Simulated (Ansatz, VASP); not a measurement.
# CaO (Lime) in two plane-wave programs

One calculation is typed for both programs; each brings its own data sets and cutoff. How far apart do they land? The cell is a member of a volume series, scaled by 0.94 from a relaxed one, so a pressure remains.

Main program and level: Ansatz 0.2.0; plane waves, with VASP 6.6.1 beside it; single point at PBE with D3(BJ) and dielectric response at PBE with D3(BJ).

## 1. The structure

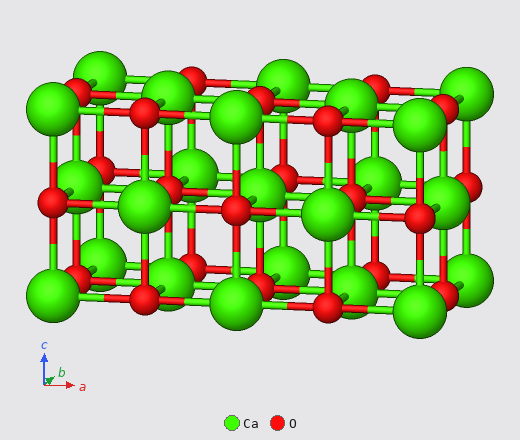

The starting structure, seen slightly off an axis (calcium green, oxygen red). 2×1×1 cells are drawn. This picture shows the conventional cell, with its axes. Some periodic images of atoms are drawn too.

## 2. VASP: single point, PBE with D3(BJ)

A single point gives forces, pressure and levels at one fixed geometry, so differences don't come from the geometry; what else differs is listed under the comparison.

Lines of VASP's logs that name or quote its potential files are left out, and so is its time.

The input, INCAR:

```
SYSTEM = CaO
PREC = Accurate
ENCUT = 520
EDIFF = 1E-06
NELM = 100
ISMEAR = 0
SIGMA = 0.05
LREAL = .FALSE.
ALGO = Normal
GGA = PE
IVDW = 12
NBANDS = 14
LORBIT = 11
LWAVE = .FALSE.
LCHARG = .FALSE.
KPAR = 2
ISIF = 2
```

The input, POSCAR:

```
CaO
1.0
    0.0000000000      2.3472073262      2.3472073262
    2.3472073262      0.0000000000      2.3472073262
    2.3472073262      2.3472073262      0.0000000000
Ca O
1 1
Direct
    0.0000000000      0.0000000000      0.0000000000
    0.5000000000      0.5000000000      0.5000000000
```

The input, KPOINTS:

```
Automatic mesh
0
Gamma
8 8 8
0 0 0
```

PAW data sets: Ca_sv and O (PBE family, release 64).

On the command line:

```console
$ mpirun -np 2 vasp_std
```

Numbers of over 12 decimals in the logs are rounded to 6 here.

Log:

```text
[banner, memory and clock lines left out]
running    2 mpi-ranks, on    1 nodes
 distrk:  each k-point on    1 cores,    2 groups
 distr:  one band on    1 cores,    1 groups

 POSCAR found type information on POSCAR CaO
 POSCAR found :  2 types and       2 ions
 LDA part: xc-table for (Slater+PW92), standard interpolation
 POSCAR, INCAR and KPOINTS ok, starting setup
 FFT: planning ... GRIDC
 FFT: planning ... GRID_SOFT
 FFT: planning ... GRID
 WAVECAR not read
 entering main loop
       N       E                     dE             d eps       ncg     rms          rms(c)
DAV:   1     0.127879629368E+03    0.12788E+03   -0.85543E+03   812   0.119E+03
DAV:   2    -0.897894194913E+01   -0.13686E+03   -0.12821E+03   998   0.313E+02
DAV:   3    -0.142768142034E+02   -0.52979E+01   -0.52640E+01   896   0.643E+01
DAV:   4    -0.144472856196E+02   -0.17047E+00   -0.17032E+00  1220   0.999E+00
DAV:   5    -0.144489361856E+02   -0.16506E-02   -0.16505E-02   906   0.106E+00    0.860E+00
DAV:   6    -0.127692728370E+02    0.16797E+01   -0.55410E+00   870   0.238E+01    0.343E+00
DAV:   7    -0.127223079273E+02    0.46965E-01   -0.50192E-01   984   0.732E+00    0.175E+00
DAV:   8    -0.127198913494E+02    0.24166E-02   -0.70125E-02   982   0.288E+00    0.345E-01
DAV:   9    -0.127189275912E+02    0.96376E-03   -0.80282E-03   976   0.727E-01    0.119E-01
DAV:  10    -0.127195756834E+02   -0.64809E-03   -0.94886E-04   844   0.342E-01    0.545E-02
DAV:  11    -0.127195364272E+02    0.39256E-04   -0.11850E-04  1046   0.126E-01    0.617E-03
DAV:  12    -0.127195368752E+02   -0.44796E-06   -0.12523E-05   858   0.334E-02    0.368E-03
DAV:  13    -0.127195366268E+02    0.24836E-06   -0.89327E-07   612   0.927E-03
   1 F= -.13305160E+02 E0= -.13305160E+02  d E =-.486758E-14
```

OUTCAR, selected parts (step 2):

```text
ion  position               nearest neighbor table
   1  0.000  0.000  0.000-   2 2.35   2 2.35   2 2.35   2 2.35   2 2.35   2 2.35
   2  0.500  0.500  0.500-   1 2.35   1 2.35   1 2.35   1 2.35   1 2.35   1 2.35

  LATTYP: Found a face centered cubic cell.
 ALAT       =     4.6944146524

 Subroutine GETGRP returns: Found 48 space group operations
 (whereof 48 operations were pure point group operations)

The static configuration has the point symmetry O_h .

 Found     29 irreducible k-points:

   k-points           NKPTS =     29   k-points in BZ     NKDIM =     29   number of bands    NBANDS=     14

   dimension x,y,z NGX =    28 NGY =   28 NGZ =   28
   dimension x,y,z NGXF=    56 NGYF=   56 NGZF=   56

   ENCUT  =  520.0 eV  38.22 Ry    6.18 a.u.   6.17  6.17  6.17*2*pi/ulx,y,z

   NELECT =      16.0000    total number of electrons

 k-points in reciprocal lattice and weights: Automatic mesh
   0.00000000  0.00000000  0.00000000       0.002
   0.12500000  0.00000000  0.00000000       0.016
   0.25000000  0.00000000  0.00000000       0.016
   0.37500000  0.00000000  0.00000000       0.016
   0.50000000  0.00000000  0.00000000       0.008
   0.12500000  0.12500000  0.00000000       0.012
   0.25000000  0.12500000  0.00000000       0.047
   0.37500000  0.12500000  0.00000000       0.047
   0.50000000  0.12500000  0.00000000       0.047
[...]
-0.37500000  0.50000000  0.12500000       0.023
  -0.25000000  0.50000000  0.25000000       0.012

 average (electrostatic) potential at core
       1 -43.2071       2 -69.7750

 E-fermi :   3.0143

 k-point     1 :       0.0000    0.0000    0.0000
  band No.  band energies     occupation
    ...
      4     -15.2946      2.00000
      5     -12.9039      2.00000
      6       2.7681      2.00000
      7       2.7681      2.00000
      8       2.7681      2.00000
      9       8.0800      0.00000
     10       9.1592      0.00000
     11       9.1592      0.00000
     12       9.1592      0.00000
     13      10.7923      0.00000
    ...

 k-point     2 :       0.1250    0.0000    0.0000
  band No.  band energies     occupation
    ...
      4     -15.3041      2.00000
      5     -12.5927      2.00000
      6       2.2114      2.00000
      7       2.5285      2.00000
      8       2.5285      2.00000
      9       8.7696      0.00000
     10       9.1326      0.00000
     11       9.4480      0.00000
     12       9.4480      0.00000
     13      11.2065      0.00000
    ...

 k-point     3 :       0.2500    0.0000    0.0000
  band No.  band energies     occupation
    ...
      4     -15.3268      2.00000
      5     -12.0163      2.00000
      6       1.1489      2.00000
      7       2.0203      2.00000
      8       2.0203      2.00000
      9       9.2344      0.00000
     10      10.2075      0.00000
     11      10.2075      0.00000
     12      10.2644      0.00000
     13      12.1963      0.00000
    ...

 Edisp (eV)   -0.58562

  Total       1.28887     1.28887     1.28887    -0.00000     0.00000     0.00000
  in kB      79.84243    79.84243    79.84243    -0.00000     0.00000     0.00000
  external pressure =       79.84 kB  Pullay stress =        0.00 kB

  energy-cutoff  :      520.00
  volume of cell :       25.86
      direct lattice vectors                 reciprocal lattice vectors
     0.000000000  2.347207326  2.347207326    -0.213019103  0.213019103  0.213019103
     2.347207326  0.000000000  2.347207326     0.213019103 -0.213019103  0.213019103
     2.347207326  2.347207326  0.000000000     0.213019103  0.213019103 -0.213019103

 POSITION                                       TOTAL-FORCE (eV/Angst)
 -----------------------------------------------------------------------------------
      0.00000      0.00000      0.00000         0.000000      0.000000      0.000000
      2.34721      2.34721      2.34721        -0.000000     -0.000000     -0.000000
 -----------------------------------------------------------------------------------
    total drift:                                0.000000      0.000000      0.000000

  FREE ENERGIE OF THE ION-ELECTRON SYSTEM (eV)
  ---------------------------------------------------
  free  energy   TOTEN  =       -13.3051597352 eV

  energy  without entropy=      -13.3051597352  energy(sigma->0) =      -13.30515974

 total charge
# of ion       s       p       d       tot
------------------------------------------
    1        2.047   5.895   0.339   8.281
    2        1.552   3.483   0.000   5.035
--------------------------------------------------
tot          3.599   9.378   0.339  13.316

[... 3 further parts left out ...]
```

The run ends at a pressure of 7.98 GPa.

## 3. Ansatz: single point, PBE with D3(BJ)

Ansatz runs on its default PAW (the set named soft_2) files.

The same cell, functional, mesh and smearing now go to Ansatz, which takes its cutoff from its data sets.

The input, input.yaml:

```yaml
crystal:
  lattice:
    - [0.0, 2.3472073262, 2.3472073262]
    - [2.3472073262, 0.0, 2.3472073262]
    - [2.3472073262, 2.3472073262, 0.0]
  atoms:
    - { symbol: Ca, position: [0.0, 0.0, 0.0] }
    - { symbol: O, position: [0.5, 0.5, 0.5] }
hamiltonian:
  xc: pbe
  pseudopotentials: { kind: paw }
  dispersion: d3bj
kpoints:
  mp_grid: { grid: [8, 8, 8] }
scf:
  occupations: { method: gaussian, width: 0.05 }
  n_extra_bands: 4
output:
  forces: true
  stress: true
  eigenvalues: true
```

On the command line:

```console
$ ansatz run input.yaml --threads 2 --pin off --max-ram 4608MiB --backend cpu --events-out ev --progress --plain --runs-dir out
```

Log:

```text
scf.n_extra_bands = 4 over 8 filled bands (N_el = 16.0): the run solves 12 bands
Engine: ansatz 0.2.0, aarch64-unknown-linux-gnu
Pseudopotentials: kind: paw
Pseudopotential: Ca, paw, valence charge 10, recommended cutoff 420 eV (normal), Ca.paw.azcp
Pseudopotential: O, paw, valence charge 6, recommended cutoff 420 eV (normal), O.paw.azcp
Functional definition: PBE
  parameter kappa = 0.804
  parameter beta = 0.066725
  exchange = pbe_x(kappa = kappa, mu = beta*pi^2/3)
  correlation = pbe_c(beta = beta)
Crystal: 2 atoms, lattice volume = 25.863 Å³
Basis set: ecut = 420 eV, 531 PW (Γ), exchange–correlation on 48×48×48 points (8 copies of the dense FFT grid, shifted against one another)
Bands: 12, of which v1, the nominal top of the filled ones, is band 8 counted from 1 (7 counted from 0)
Symmetry: 48 space group operations
Space group: Fm-3m (ITA 225), of the structure as read, at distance tolerance 3.0e-5 Å
k-points: 29 of 512
Non-local potential: Ca, projectors of the file, l = 0: 3, l = 1: 2, l = 2: 2
Non-local potential: O, projectors of the file, l = 0: 2, l = 1: 2, l = 2: 1
PAW form: soft (Blöchl's): semilocal exchange-correlation on the pseudo side does not see the compensation charge
PAW one-centre angular grid: Ca, 110 points (default); XC on 64 Gauss nodes
PAW one-centre angular grid: O, 110 points (default); XC on 64 Gauss nodes
Initial density: superposition of atomic densities (neutral atoms: chi_scale 0, normalization atom), corrected by the library's trained network
Initial wavefunctions: pseudopotential atomic-orbital guess
Functional: x = pbe(κ = 0.804, μ = 0.219515), c = pbe(β = 0.066725)
SCF iter   1: F=—  HF=-2388.235195 eV  |F-HF|=—  |Δ(HF+E_count)|=         —  Δρ=6.69e-4  dr2=3.39e-5  ethr=1.77e-3  ⟨swp⟩=7.4  Hψ=2436  notcnv=0
preconditioner: auto → none  [insulator: Δε(μ)=3.617 eV  Ē_g=18.396 eV  σ=0.050 eV  W_gap=1.00  n_scr=8 (ndim 8)  ℏωp=27.3 eV  f_vac=0.000  D(μ)=0.00/eV (n_scr^D=0)  ε∞_Penn≈3.2]
SCF iter   2: F=—  HF=-2388.235192 eV  |F-HF|=—  |Δ(HF+E_count)|=   3.14e-6  Δρ=9.07e-4  dr2=2.09e-4  ethr=2.12e-7  ⟨swp⟩=2.9  Hψ=872  notcnv=0
SCF iter   3: F=—  HF=-2388.235169 eV  |F-HF|=—  |Δ(HF+E_count)|=   2.29e-5  Δρ=3.06e-4  dr2=2.05e-5  ethr=2.12e-7  ⟨swp⟩=2.0  Hψ=464  notcnv=0
SCF iter   4: F=—  HF=-2388.235201 eV  |F-HF|=—  |Δ(HF+E_count)|=   3.25e-5  Δρ=6.70e-5  dr2=4.03e-7  ethr=1.28e-7  ⟨swp⟩=2.4  Hψ=490  notcnv=0
SCF iter   5: F=—  HF=-2388.235203 eV  |F-HF|=—  |Δ(HF+E_count)|=   1.80e-6  Δρ=9.06e-5  dr2=1.99e-6  ethr=2.52e-9  ⟨swp⟩=2.0  Hψ=551  notcnv=0
SCF iter   6: F=—  HF=-2388.235203 eV  |F-HF|=—  |Δ(HF+E_count)|=   4.15e-7  Δρ=2.54e-5  dr2=1.56e-7  ethr=2.52e-9  ⟨swp⟩=2.0  Hψ=462  notcnv=0
SCF iter   7: F=-2388.235203 eV  HF=-2388.235203 eV  |F-HF|=1.13e-8  |Δ(HF+E_count)|=   3.38e-8  Δρ=7.59e-6  dr2=1.38e-8  ethr=6.25e-10  ⟨swp⟩=4.0  Hψ=993  notcnv=0
SCF 1 converged in 7 iterations: F = -2388.235203 eV  dr2 = 1.38e-8
  greatest PAW one-centre occupation: 0.995 electrons in one spin orbital (limit 2), on the Ca atom at site 0 (counted from 0), in its partial waves of l = 0
SCF converged after 7 iterations
Free energy (F): -2388.235203 eV
Harris-Foulkes:  -2388.235203 eV  (|F-HF|=1.13e-8)
Internal energy: -2388.235203 eV  (E = F + TS)
E sigma→0 (E₀):  -2388.235203 eV
Fermi energy:    10.317287 eV
--- Per-component energies (eV) ---
  E_band       = -86.215271
  E_kinetic    = 458.895957
  E_local      = -854.504429  (includes V_loc(G=0)·N_el)
  E_nonlocal   = 111.807211
  E_hartree    = 283.689844
  E_xc         = -214.040366
  E_vxc        = -269.385862  (∫ρ·V_xc dr)
  E_paw        = -1016.616224  (= ΣΔE_a)
  E_vpaw       = -100.407924  (= ΣTr[D̂ρ^β])
  E_aug_tail   = 0.002436  (compensation charges beyond the density's cutoff)
  E_ewald      = -1156.883839
  E_disp       = -0.585793  (pairwise vdW)
  E_smearing   = -0.000000  (= −TS)
  E_closure    = 0.000000  (closes the sum)
  Σ components = -2388.235203   (vs F -2388.235203, Δ=0.00e0)
--- Forces (eV/Å), atoms counted from 1 ---
  atom   1  Ca    -0.00000000     0.00000000     0.00000000
  atom   2  O      0.00000000    -0.00000000     0.00000000
  max |Σ_I F_I| component: 1.01e-29 eV/Å
--- Stress (GPa, compression-positive) ---
        7.157946       0.000000      -0.000000
        0.000000       7.157946       0.000000
        0.000000       0.000000       7.157946
  P = ⅓ Tr σ = 7.1579 GPa (71.579 kbar)
--- Band table (eV; the first three rows and the last of 29) ---
  k-point 0: bands = [... 4 lower, -7.1464, 8.5047, 8.5047, 8.5047, 13.8395, 14.9119, 14.9119, 14.9119]
  k-point 1: bands = [... 4 lower, -6.8399, 7.9526, 8.2680, 8.2680, 14.5276, 14.8830, 15.1988, 15.1988]
  k-point 2: bands = [... 4 lower, -6.2696, 6.8966, 7.7654, 7.7654, 14.9811, 15.9542, 15.9542, 16.0201]
  k-point 28: bands = [... 4 lower, -6.3801, 7.1132, 7.4562, 7.4562, 15.0426, 15.0426, 17.3992, 18.5328]
```

The job ended after 0.86 s (2 threads of Arm Neoverse N1, shared host; peak memory 0.24 GiB; 1.3 s of CPU time).

Reading the cycles: dr2 is the Hartree energy of the density residual (eV), the measure of convergence; HF is the Harris–Foulkes estimate of the energy, which meets the free energy F at convergence.

The run ends at a pressure of 7.16 GPa.

## 4. Comparison

Known differences besides the PAW data sets themselves: the cutoff is 420 eV in Ansatz and 520 eV in VASP; VASP leaves aspherical gradient terms in its spheres out (LASPH is not set), Ansatz keeps them. Total energies have different zeros and are not compared.

Both answers:

| quantity | Ansatz | VASP | difference |
| --- | --- | --- | --- |
| pressure (GPa) | 7.16 | 7.98 | -0.83 |
| gap on the k mesh (eV) | 3.625 | 3.601 | +0.024 |

Ansatz's pressure holds a Pulay correction of 0.45 GPa; VASP's holds none.

## 5. VASP: single point, PBE with D3(BJ)

A single point gives forces, pressure and levels at one fixed geometry, so differences don't come from the geometry; what else differs is listed under the comparison. The cell compared in this pair holds 26.41 Å³, against 25.86 Å³ for the pair before.

INCAR is that of step 2.

The input, POSCAR:

```
CaO
1.0
    0.0000000000      2.3637374999      2.3637374999
    2.3637374999      0.0000000000      2.3637374999
    2.3637374999      2.3637374999      0.0000000000
Ca O
1 1
Direct
    0.0000000000      0.0000000000      0.0000000000
    0.5000000000      0.5000000000      0.5000000000
```

KPOINTS is that of step 2.

On the command line:

```console
$ mpirun -np 2 vasp_std
```

Log:

```text
[... set-up lines as in an earlier step ...]
 entering main loop
       N       E                     dE             d eps       ncg     rms          rms(c)
DAV:   1     0.130530385689E+03    0.13053E+03   -0.86395E+03   812   0.119E+03
DAV:   2    -0.844406762512E+01   -0.13897E+03   -0.12939E+03   996   0.310E+02
DAV:   3    -0.142956751405E+02   -0.58516E+01   -0.58062E+01   910   0.660E+01
DAV:   4    -0.144753578409E+02   -0.17968E+00   -0.17931E+00  1202   0.100E+01
[...]
DAV:  11    -0.127550307209E+02    0.45668E-04   -0.12099E-04  1052   0.128E-01    0.628E-03
DAV:  12    -0.127550312365E+02   -0.51554E-06   -0.13053E-05   846   0.333E-02    0.417E-03
DAV:  13    -0.127550309368E+02    0.29971E-06   -0.10113E-06   636   0.980E-03
   1 F= -.13328026E+02 E0= -.13328026E+02  d E =-.198293E-10
```

OUTCAR, selected parts (step 5):

```text
 Edisp (eV)   -0.57300

  Total       0.82940     0.82940     0.82940    -0.00000     0.00000     0.00000
  in kB      50.30888    50.30888    50.30888    -0.00000     0.00000     0.00000
  external pressure =       50.31 kB  Pullay stress =        0.00 kB

 POSITION                                       TOTAL-FORCE (eV/Angst)
 -----------------------------------------------------------------------------------
      0.00000      0.00000      0.00000        -0.000000     -0.000000      0.000000
      2.36374      2.36374      2.36374         0.000000      0.000000     -0.000000
 -----------------------------------------------------------------------------------
    total drift:                                0.000000      0.000000      0.000000

  FREE ENERGIE OF THE ION-ELECTRON SYSTEM (eV)
  ---------------------------------------------------
  free  energy   TOTEN  =       -13.3280263009 eV

  energy  without entropy=      -13.3280263008  energy(sigma->0) =      -13.32802630

[... 1 part as in an earlier step ...]

[... 2 further parts left out ...]
[key lines of the parts left out:]
E-fermi :   2.8394
```

The run ends at a pressure of 5.03 GPa.

## 6. Ansatz: single point, PBE with D3(BJ)

The same cell, functional, mesh and smearing now go to Ansatz, which takes its cutoff from its data sets.

The cell is a member of a volume series, scaled by 0.96 from a relaxed one, so a pressure remains.

input.yaml, the sections that differ from step 3:

```yaml
crystal:
  lattice:
    - [0.0, 2.3637374999, 2.3637374999]
    - [2.3637374999, 0.0, 2.3637374999]
    - [2.3637374999, 2.3637374999, 0.0]
  atoms:
    - { symbol: Ca, position: [0.0, 0.0, 0.0] }
    - { symbol: O, position: [0.5, 0.5, 0.5] }
# hamiltonian, kpoints, scf, output: as in step 3
```

On the command line:

```console
$ ansatz run input.yaml --threads 2 --pin off --max-ram 4608MiB --backend cpu --events-out ev --progress --plain --runs-dir out
```

Log:

```text
[...]
Crystal: 2 atoms, lattice volume = 26.414 Å³
Basis set: ecut = 420 eV, 531 PW (Γ), exchange–correlation on 48×48×48 points (8 copies of the dense FFT grid, shifted against one another)
Bands: 12, of which v1, the nominal top of the filled ones, is band 8 counted from 1 (7 counted from 0)
Symmetry: 48 space group operations
[...]
k-points: 29 of 512
[...]
--- Band table (eV; the first three rows and the last of 29) ---
  k-point 0: bands = [... 4 lower, -7.3540, 8.2567, 8.2567, 8.2567, 13.4066, 14.6153, 14.6153, 14.6153]
  k-point 1: bands = [... 4 lower, -7.0769, 7.7107, 8.0288, 8.0288, 14.0946, 14.5809, 14.8948, 14.8948]
  k-point 2: bands = [... 4 lower, -6.5459, 6.6735, 7.5438, 7.5438, 14.6714, 15.5745, 15.6300, 15.6300]
  k-point 28: bands = [... 4 lower, -6.6350, 6.9004, 7.2047, 7.2047, 14.7315, 14.7315, 16.9993, 18.1394]
[key lines of the parts left out:]
SCF converged after 7 iterations
Free energy (F): -2388.254830 eV
Fermi energy:    10.075205 eV
P = ⅓ Tr σ = 4.2797 GPa (42.797 kbar)
```

Run time: 0.86 s. Hardware: 2 threads; peak memory 0.24 GiB; 1.3 s of CPU time.

The run ends at a pressure of 4.28 GPa.

## 7. Differences

Both answers:

| quantity | Ansatz | VASP | difference |
| --- | --- | --- | --- |
| pressure (GPa) | 4.28 | 5.03 | -0.75 |
| gap on the k mesh (eV) | 3.637 | 3.614 | +0.023 |

Ansatz's pressure holds a Pulay correction of 0.44 GPa; VASP's holds none.

(Continued in part 2 of 2.)

[Lines on the potential files, build, host, timing and source positions are cut from VASP's logs without a mark.]

[Logs are printed without paths, hosts, clocks, repeated set-up lines and the standing remarks that a program may print on its own settings, such as how far it seeks lower states.]

[Hosts, paths, dates, database ids (printed as entryN), source tags and the programs' standing remarks are cut or masked in the printed files.]
